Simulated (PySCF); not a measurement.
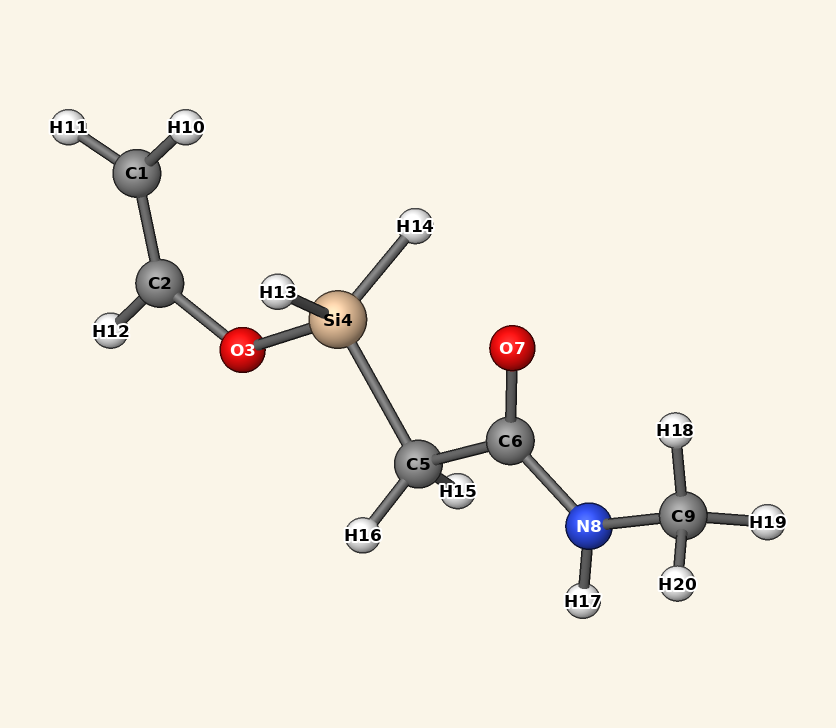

The questions are on isotropic NMR shieldings of the H atoms. The computed structure is the end point of a GFN2-xTB optimisation. No frequency run is at hand to confirm it as a minimum. Level of theory: GIAO PBE0/pcSseg-1 NMR shielding, non-relativistic, gas phase (PySCF 2.14.0).

### Which H atom is the most shielded (lowest chemical shift)?

H15 (29.75 ppm).

### Which H atom is the least shielded (highest chemical shift)?

H12 (25.11 ppm).

### How wide is the range of H shifts?

4.64 ppm.

List the isotropic NMR shieldings of the H atoms.

```csv
atom,σ (ppm)
H10,27.36
H11,27.42
H12,25.11
H13,26.50
H14,26.57
H15,29.75
H16,29.53
H17,27.18
H18,27.35
H19,29.23
H20,29.23
```

The geometry is semi-empirical. Around Si such bond lengths and angles can be off by a tenth of an ångström or more and by several degrees, and values that hang on the shape move with them.
